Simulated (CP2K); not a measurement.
Consider formamide dimer at its PBE geometry (Å).

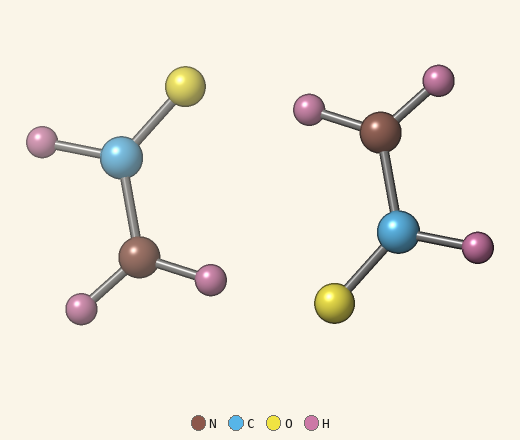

The molecule (nitrogen brown, carbon blue, oxygen yellow, hydrogen pink).

```xyz
12

N     1.5580    0.3661   -0.8399
C     1.6421   -0.9540   -0.5913
O     0.7601   -1.6451   -0.0474
N    -1.5580   -0.3661    0.8399
C    -1.6421    0.9540    0.5913
O    -0.7601    1.6451    0.0474
H     2.3432    0.8402   -1.2702
H     0.7169    0.9069   -0.5421
H     2.5943   -1.4179   -0.9232
H    -2.3432   -0.8402    1.2702
H    -0.7169   -0.9069    0.5421
H    -2.5943    1.4179    0.9232
```

Method: CP2K XAS_TDP, all-electron GAPW, PBEh(45%), aug-cc-pVDZ, TDA, GW2X-corrected core level, no relativity.

**Question.** Predict the bright core excitations at the N K edge.

Leading lines: N1 402.62 eV and N4 402.62 eV. The leading line of an atom is its first one with 35 % of the strongest within 2.5 eV of its lowest line over the strength cut. Core ionisation energies at this level: N1 406.39 and N4 406.39 eV.

The first six lines of each atom with a strength over 0.0015:

| atom | energy (eV) | states | strength, one atom | above the computed threshold |
| --- | --- | --- | --- | --- |
| N1 (bonded to C and 2 H, gives 1 H bond) | 402.62 | 1 | 0.0241 |  |
|  | 403.73 | 1 | 0.0144 |  |
|  | 405.57 | 1 | 0.0016 |  |
|  | 405.95 | 1 | 0.0052 |  |
|  | 406.14 | 1 | 0.0025 |  |
|  | 406.85 | 1 | 0.0022 | yes |
| N4 (bonded to C and 2 H, gives 1 H bond) | 402.62 | 1 | 0.0241 |  |
|  | 403.73 | 1 | 0.0144 |  |
|  | 405.57 | 1 | 0.0016 |  |
|  | 405.95 | 1 | 0.0052 |  |
|  | 406.14 | 1 | 0.0025 |  |
|  | 406.85 | 1 | 0.0022 | yes |

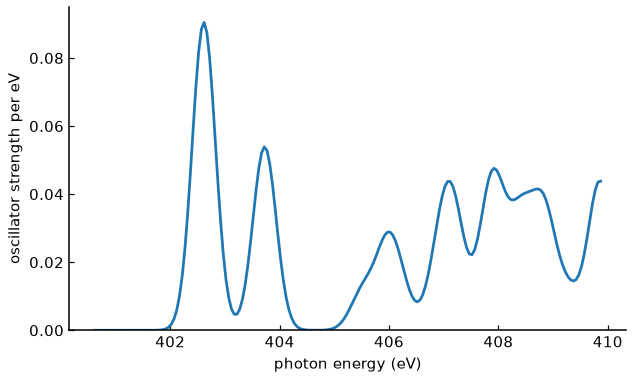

All atoms added, broadened by 0.5 eV.

Lines are vertical, at one geometry, with no vibrational structure. GW2X ionisation energies and lines can be off by 1 to 2 eV either way, and a good line position may hide errors that cancel. These values hold no scalar relativity, about 0.2 eV for N 1s. Rydberg lines, and the discretised continuum above threshold, depend on the basis and the box. This is one low-energy arrangement of the cluster, relaxed without a dispersion correction; others exist.

[Banner, clock and machine lines of the logs are left out without a mark of their own.]

[Logs are printed without paths, hosts, clocks, repeated set-up lines and the standing remarks that a program may print on its own settings, such as how far it seeks lower states.]

[Hosts, paths, dates, database ids (printed as entryN), source tags and the programs' standing remarks are cut or masked in the printed files.]
